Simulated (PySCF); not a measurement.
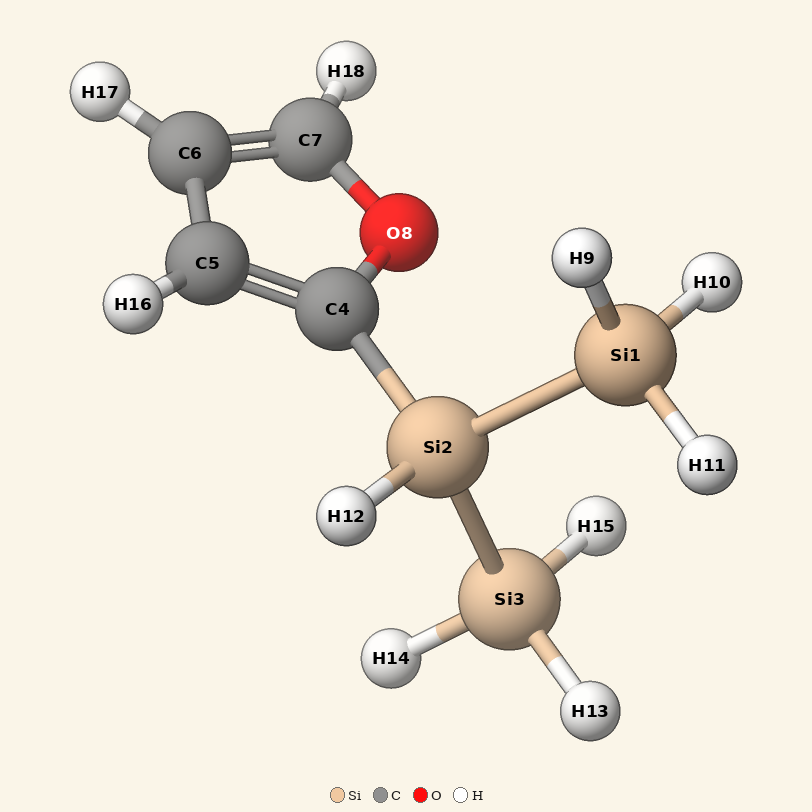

The computed structure is the end point of a PBE0-D3(BJ)/def2-SVP optimisation. No frequency run is at hand to confirm it as a minimum. Level of theory: delta-SCF UKS SCAN, pcX-2 on the ionised atom, pcseg-1 elsewhere, spin-free X2C (PySCF 2.14.0).

Give the core-electron binding energies (to vacuum; p and d levels without spin–orbit splitting) of Si1 1s, Si1 2p, Si2 1s, Si2 2p, C4 1s, C5 1s, C6 1s, C7 1s, O8 1s.

| atom | level | binding energy (eV) |
| --- | --- | --- |
| Si1 | 1s | 1846.0 |
| Si1 | 2p | 106.5 |
| Si2 | 1s | 1845.8 |
| Si2 | 2p | 106.3 |
| C4 | 1s | 291.0 |
| C5 | 1s | 290.2 |
| C6 | 1s | 290.3 |
| C7 | 1s | 291.4 |
| O8 | 1s | 539.7 |
